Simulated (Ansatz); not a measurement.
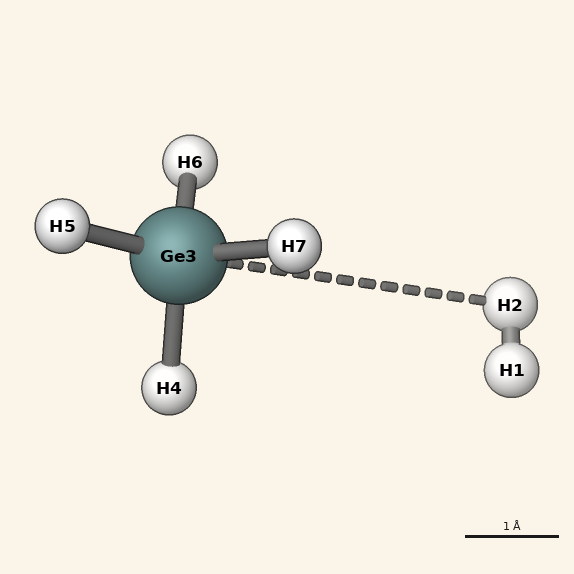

Two molecules or ions; the broken line marks their closest contact (measured against van der Waals radii). Geometry: a pair of rigid molecules at a changed separation. Program: Ansatz 0.2.0.

> Which two species are they?

H2 and GeH4 (`[GeH4].[H][H]`).

> How long is the contact?

H2···Ge3 is 4.43 Å.

Give the counterpoise-corrected interaction energy (kcal/mol, monomers kept as in the pair) with ωB97M-V/def2-TZVPPD; B3LYP-D4/def2-TZVPPD; PBE0-D4/def2-TZVPPD; r2SCAN-D4/def2-TZVPPD; PBE-D4/def2-TZVPPD.

```json
{"level": "ωB97M-V/def2-TZVPPD", "interaction energy (kcal/mol)": "−0.2"}
{"level": "B3LYP-D4/def2-TZVPPD", "interaction energy (kcal/mol)": "−0.1"}
{"level": "PBE0-D4/def2-TZVPPD", "interaction energy (kcal/mol)": "−0.2"}
{"level": "r2SCAN-D4/def2-TZVPPD", "interaction energy (kcal/mol)": "−0.1"}
{"level": "PBE-D4/def2-TZVPPD", "interaction energy (kcal/mol)": "−0.3"}
```
